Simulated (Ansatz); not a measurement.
# Bands, cutoff and cost in G0W0 for TiO2 (I4/m), part 2 of 2

How do accuracy and time trade against each other in G0W0 on TiO2 (I4/m)?

Ansatz 0.2.0; G0W0 on LDA, plane waves, PAW; PAW set soft_1. Known limits of the many-body steps: not at the basis limit.

So far. Step 4 (783 empty bands, screening to 180 eV): Against the run with 4×4×4 mesh, 364 empty bands, screening to 108 eV, PAW set soft_1 files, the gap moves by +0.05 eV.

## Step 5: Changing the frequency model: 4×4×4 mesh, 364 empty bands, screening to 108 eV, plasmon pole, PAW set soft_1 files

A plasmon pole stands in for the full frequency dependence of the screening; this run shows what that costs in accuracy. Bands and cutoff differ from the step before, so it is read against an earlier run that matches them.

Contents of input.yaml:

```yaml
crystal:
  lattice:
    - [-4.3507577183, 4.3507577183, 1.8875555959]
    - [4.3507577183, -4.3507577183, 1.8875555959]
    - [4.3507577183, 4.3507577183, -1.8875555959]
  atoms:
    - { symbol: Ti, position: [0.2922817, 0.00285525, 0.29513695] }
    - { symbol: Ti, position: [0.00285525, 0.7077183, 0.71057354] }
    - { symbol: Ti, position: [0.99714475, 0.2922817, 0.28942646] }
    - { symbol: Ti, position: [0.7077183, 0.99714475, 0.70486305] }
    - { symbol: O, position: [0.49886382, 0.15078472, 0.64964854] }
    - { symbol: O, position: [0.16166201, 0.8403974, 0.00205942] }
    - { symbol: O, position: [0.15078471, 0.50113618, 0.65192089] }
    - { symbol: O, position: [0.15960259, 0.16166201, 0.32126461] }
    - { symbol: O, position: [0.8403974, 0.83833799, 0.67873539] }
    - { symbol: O, position: [0.84921528, 0.49886382, 0.34807911] }
    - { symbol: O, position: [0.83833799, 0.15960259, 0.99794058] }
    - { symbol: O, position: [0.50113618, 0.84921529, 0.35035146] }
kpoints:
  mp_grid: { grid: [4, 4, 4] }
hamiltonian:
  xc: lda
  pseudopotentials: { kind: paw, azcp: { folder: soft_1 }, xc_functional: pbe }
scf:
  occupations: { method: fixed }
gw:
  n_empty_bands: 364
  ecut_chi: 108
  qp_bands: [v4, c4]
  qp_kpoints: band_edges
  screening: { model: godby_needs }
```

The run is started by

```sh
> ansatz run input.yaml --threads 3 --pin off --max-ram 92160MiB --backend cuda --events-out ev --progress --plain --runs-dir out --devices 1 --max-vram 13GiB
```

Numbers of over 12 decimals in the logs are rounded to 6 here.

The program printed:

```text
GPUs: using 1 of 1 available (devices: 1).
[...]
GPU FFT provider: cuFFT
GPU libraries: cuBLAS 13.8.2, cuFFT 12.4.0, cuSOLVER 12.3.4
Crystal: 12 atoms, lattice volume = 142.919 Å³
Basis set: ecut = 420 eV, 2795 PW (Γ)
Bands: 60, of which v1, the nominal top of the filled ones, is band 48 counted from 1 (47 counted from 0)
Symmetry: 8 space group operations
[...]
k-points: 14 of 64
[...]
0    52      9.4066   -14.1387    -6.8647   -22.8960  0.7726    11.3211    11.2992  root
[...]
13    49      9.1695   -13.2723    -6.9507   -22.0760  0.7755    11.0416    11.0225  root
    13    50      9.1695   -13.2723    -6.9507   -22.0760  0.7755    11.0416    11.0225  root
    13    51      9.2207   -13.7300    -6.1813   -21.6540  0.7793    10.9790    10.9633  root
    13    52      9.4164   -13.6432    -7.3560   -22.9470  0.7720    11.3922    11.3643  root
[key lines of the parts left out:]
SCF converged after 11 iterations
Free energy (F): -14260.244539 eV
Fermi energy:    6.372895 eV
```

It took 97 s on 1 × NVIDIA H100 80GB HBM3 (shared by 6 runs) with 3 threads of AMD EPYC 7R13 (Zen 3), shared host; peak memory 2.9 GiB; 3.6 min of CPU time.

Numbers from this step:

```yaml
bands_summed: 412
plasmon_pole_fit_frequency: 30.43 eV
rpa_eps_infinity_on_this_mesh_eigenvalues: 6.157, 6.157, 6.243
plane_waves_in_the_screening_matrix: 371
g0w0_gap_on_the_mesh: 3.217 eV
k_of_the_valence_top: -0.5, -0.5, -0.5
k_of_the_conduction_bottom: 0, 0, 0
starting_gap_on_the_mesh: 1.526 eV
least_direct_g0w0_gap_on_the_computed_points: 4.027 eV
```

Against the run with 4×4×4 mesh, 364 empty bands, screening to 108 eV, PAW set soft_1 files, the gap moves by +0.003 eV.

## Step 6: Changing the files: 4×4×4 mesh, 364 empty bands, screening to 108 eV, hard PAW files

Other atomic data (hard PAW) test the pseudisation: the cutoff goes from 420 to 930 eV, with the same valence electrons.

This step: G0W0 on LDA, plane waves, PAW.

Edit input.yaml of step 5 so:

```diff
@@ -22,3 +22,3 @@
   xc: lda
-  pseudopotentials: { kind: paw, azcp: { folder: soft_1 }, xc_functional: pbe }
+  pseudopotentials: { kind: paw, source: ansatz }
 scf:
@@ -30,2 +30,2 @@
   qp_kpoints: band_edges
-  screening: { model: godby_needs }
+  screening: { model: contour_deformation }
```

The program printed:

```text
GPUs: using 1 of 1 available (devices: 1).
[...]
GPU FFT provider: cuFFT
GPU libraries: cuBLAS 13.8.2, cuFFT 12.4.0, cuSOLVER 12.3.4
Crystal: 12 atoms, lattice volume = 142.919 Å³
Basis set: ecut = 930 eV, 9205 PW (Γ)
Bands: 60, of which v1, the nominal top of the filled ones, is band 48 counted from 1 (47 counted from 0)
Symmetry: 8 space group operations
[...]
k-points: 14 of 64
[...]
0    52      9.4063   -14.1158    -7.0578   -22.8624  0.7140    11.1705    11.0951  root
[...]
13    49      9.1689   -13.2497    -7.1296   -22.0419  0.7177    10.9038    10.8316  root
    13    50      9.1689   -13.2497    -7.1296   -22.0419  0.7177    10.9038    10.8316  root
    13    51      9.2189   -13.7063    -6.3362   -21.6190  0.7260    10.8534    10.7954  root
    13    52      9.4156   -13.6199    -7.5744   -22.9127  0.7082    11.2197    11.1339  root
[key lines of the parts left out:]
SCF converged after 12 iterations
Free energy (F): -14260.644380 eV
Fermi energy:    6.374339 eV
```

It took 99 s on 1 × NVIDIA H100 80GB HBM3 (shared by 6 runs) with 3 threads; peak memory 2.5 GiB.

This step gave:

```
bands summed                                 : 412
RPA ε∞ on this mesh (eigenvalues)            : 6.162, 6.162, 6.248
plane waves in the screening matrix          : 371
G0W0 gap on the mesh                         : 3.212 eV
k of the valence top                         : -0.5, -0.5, -0.5
k of the conduction bottom                   : 0, 0, 0
starting gap on the mesh                     : 1.518 eV
least direct G0W0 gap on the computed points : 3.990 eV
```

Against the run with 4×4×4 mesh, 364 empty bands, screening to 108 eV, PAW set soft_1 files, the gap moves by −0.002 eV.

## Step 7: The runs together

Times are wall times on 1 × NVIDIA H100 80GB HBM3 (shared by 6 runs) with 3 threads of AMD EPYC 7R13 (Zen 3), shared host, good to a factor of about two.

```
 mesh           files            frequency  bands summed  cutoff (eV)  start (eV)  G0W0 (eV)     time  host memory (GiB)
4×4×4  PAW set soft_1  contour deformation           176           54       1.526      3.385     29 s                1.2
4×4×4  PAW set soft_1  contour deformation           412          108       1.526      3.214     45 s                1.7
4×4×4  PAW set soft_1  contour deformation           831          180       1.526      3.260  1.9 min                3.1
4×4×4  PAW set soft_1         plasmon pole           412          108       1.526      3.217     97 s                2.9
4×4×4        hard PAW  contour deformation           412          108       1.518      3.212     99 s                2.5
```

The parts of the quasiparticle energy at the two band edges (eV; QP = start + Σx + Σc − Vxc):

```
      run               edge  start      Σx     Σc     Vxc     Z    QP
176 bands        valence top   6.37  -25.82   4.72  -21.26  0.72  6.53
176 bands  conduction bottom   7.90  -12.62  -5.86  -20.51  0.75  9.92
412 bands        valence top   6.37  -25.82   4.47  -21.26  0.72  6.29
412 bands  conduction bottom   7.90  -12.62  -6.28  -20.51  0.74  9.50
831 bands        valence top   6.37  -25.82   4.24  -21.26  0.71  6.05
831 bands  conduction bottom   7.90  -12.62  -6.47  -20.51  0.74  9.31
```

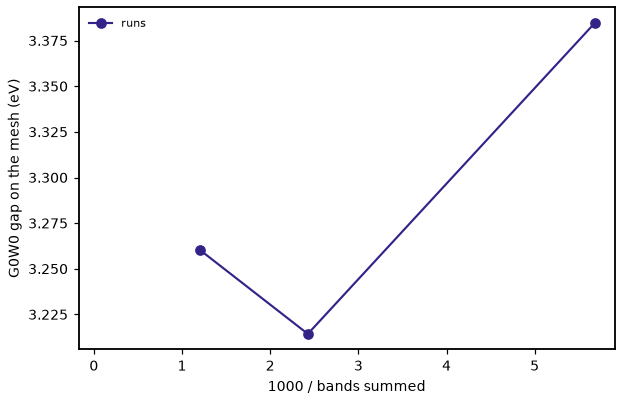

The gap against one over the number of bands.

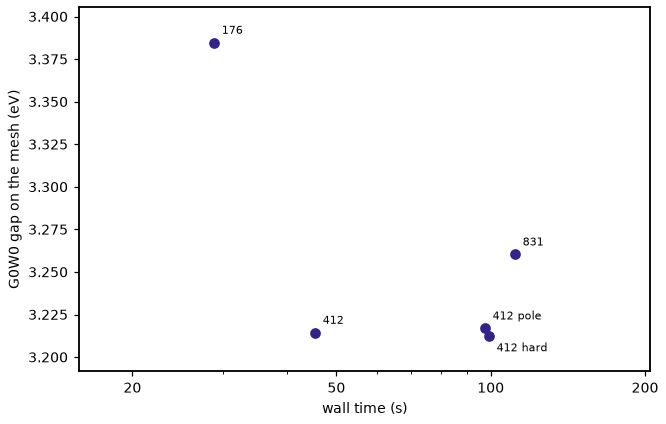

Result against wall time.

## Step 8: Summary of results

* 176 bands, 54 eV: 3.385 eV
* 412 bands, 108 eV: 3.214 eV
* 831 bands, 180 eV: 3.260 eV
* mesh and start: 4×4×4, LDA

In words: From 176 to 831 bands the gap moves by −0.12 eV while the time grows 3.9-fold. Σc changes by −0.48 eV at the valence top and −0.61 eV at the conduction bottom, so the levels themselves move more than the gap between them. The gap turns back along the series, so no limit is drawn from it. The plasmon-pole model gives +0.003 eV against contour deformation, 0 % of the correction (the least direct gap moves by +0.04 eV), and saved no time in this program. Hard PAW files move the gap by −0.002 eV at equal bands and cutoff, −0.01 eV of it in the start.

[Paths, hosts, dates, memory and timing lines, banners, echoed tables and standing remarks are left out of the program output.]

[Logs are printed without paths, hosts, clocks, repeated set-up lines and the standing remarks that a program may print on its own settings, such as how far it seeks lower states.]

[Runs of the session that timed out or met a known fault of the program may be left out.]

[Cells called generated may have been cut or substituted from an entry of the Crystallography Open Database or the Materials Project.]

[Hosts, paths, dates, database ids (printed as entryN), source tags and the programs' standing remarks are cut or masked in the printed files.]
